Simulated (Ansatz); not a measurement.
# Al (Im-3m): test of the smearing width, by script

The task is a test of the smearing width, for Al (Im-3m).

This is Al in the bcc structure; at room conditions it is fcc.

All numbers are computed with Ansatz 0.2.0, driven from Python. Level of theory: DFT r2SCAN, plane waves, PAW.

### 1 The structure

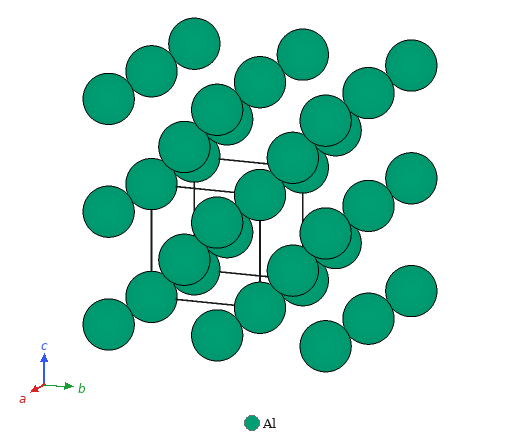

The starting structure, viewed slightly off an axis; aluminium teal. 2×2×2 cells are drawn. The cell is the conventional one. Atoms on cell faces are repeated.

The script holds or builds the structure itself.

### 2 The script

File run_smear.py:

```python
'''How the energy of Al depends on the smearing.'''

import warnings

import ansatz as az

KGRID = (13, 13, 13)
SCF_TOL = 1e-10
XC = 'r2scan'


def main() -> None:
    warnings.simplefilter('ignore', az.DeckWarning)

    al = (
        az.Lattice.bcc(3.182437)
        .space_group(229)
        .atom('Al', (0.0, 0.0, 0.0))
        .primitive()
    )

    job = (
        al.calculation()
        .kpoints(*KGRID)
        .scf(tolerance=SCF_TOL)
        .functional(XC)
        .stress()
    )

    rows = []
    for value in [0.5, 0.3, 0.2, 0.1]:
        summary = job.occupations('fermi_dirac', width=value).run(threads=1, pin='off').report
        rows.append((value, summary['free_energy_ev'] / len(summary['lattice']['sites']), summary['n_iterations'], sum(summary['stress_gpa'][i][i] for i in range(3)) / 3, summary['n_kpoints']))

    print('  width (eV)   F/atom (eV)    iterations       P (GPa)      k-points')
    for row in rows:
        print(f'{str(row[0]):>12s}  {row[1]:12.5f}  {row[2]:12d}  {row[3]:12.3f}  {row[4]:12d}')

    # the last row is the reference
    for row in rows[:-1]:
        shift = 1000 * (row[1] - rows[-1][1])
        print(f'{row[0]}: {shift:+.2f} meV/atom' + ('  (within 5 meV)' if abs(shift) < 5 else ''))


if __name__ == '__main__':
    main()
```

### 3 The input behind the calls

The engine receives this input (first run):

```yaml
crystal:
  lattice:
    bravais: bcc
    a: 3.182437
  space_group: 229
  atoms:
    - { symbol: Al, position: [0.0, 0.0, 0.0] }
  reduce_to_primitive: true
kpoints:
  mp_grid:
    grid: [13, 13, 13]
hamiltonian:
  xc: r2scan
scf:
  convergence:
    dr2_threshold: 1.0e-10
  occupations:
    method: fermi_dirac
    width: 0.5
output:
  stress: true
```

### 4 The run

On the command line:

```console
$ python run_smear.py
```

The program printed:

```text
  width (eV)   F/atom (eV)    iterations       P (GPa)      k-points
         0.5    -540.45491             8         1.522            84
         0.3    -540.35487             8         0.780            84
         0.2    -540.32422             8         0.541            84
         0.1    -540.30664             8         0.400            84
0.5: -148.26 meV/atom
0.3: -48.23 meV/atom
0.2: -17.58 meV/atom
```

Wall time 7.9 s (1 thread of Arm Neoverse V1, shared host); peak memory 0.37 GiB.

### 5 Inputs of later runs

The engine's inputs for the other runs:

Run 2, against run 1:

```diff
@@ -19 +19 @@
-    width: 0.5
+    width: 0.3
```

Run 3, against run 1:

```diff
@@ -19 +19 @@
-    width: 0.5
+    width: 0.2
```

Run 4, against run 1:

```diff
@@ -19 +19 @@
-    width: 0.5
+    width: 0.1
```

### 6 Run by run

One row for each of the 4 runs:

```tsv
run	width (eV)	energy from run 4 (meV/atom)	the same at zero width (meV/atom)	pressure (GPa)	SCF cycles	CPU time (s)
1	0.5	-148.26	3.08	1.52	8	2
2	0.3	-48.23	1.90	0.78	8	1.8
3	0.2	-17.58	0.88	0.54	8	1.7
4	0.1	0.00	0.00	0.40	8	1.7
```

Energies are free energies F = E - TS of the smeared occupations. 

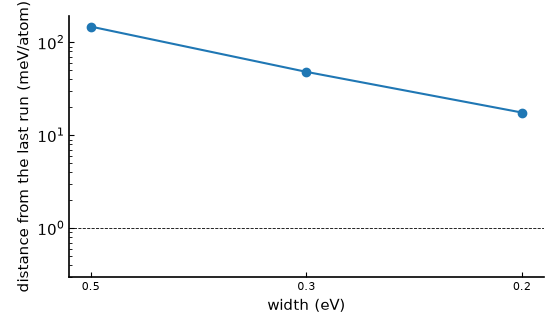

How far each run lies from the last one; the dashed line marks 1 meV/atom.

### 7 Outcome

| quantity | value |
| --- | --- |
| runs compared | 4 |
| last run but one, from the last | -17.58 meV/atom |
| within 5 meV/atom of the last run from | no earlier run |

In words: Going from 0.1 to 0.5 eV changes F by -148.3 meV an atom. With this scheme F falls roughly as the square of the width; the report's estimate for zero width (energy_sigma0_ev) moves by only +3.1 meV. The pressure moves from 0.40 to 1.52 GPa. What to keep in mind:
- For a metal this k-point mesh is coarse: on a finer one energies can move by several to tens of meV an atom and pressures by half a GPa or more, differences at one mesh by less.
- A Fermi-Dirac width this large means warm electrons, whose thermal share enters the free energy.
- The narrowest width needs the finest mesh, so the last row is no converged reference.
- Pressure is positive in compression.
- This isn't the structure that Al takes at ambient conditions. Whether this is the phase that is stable at ambient conditions was not tested.
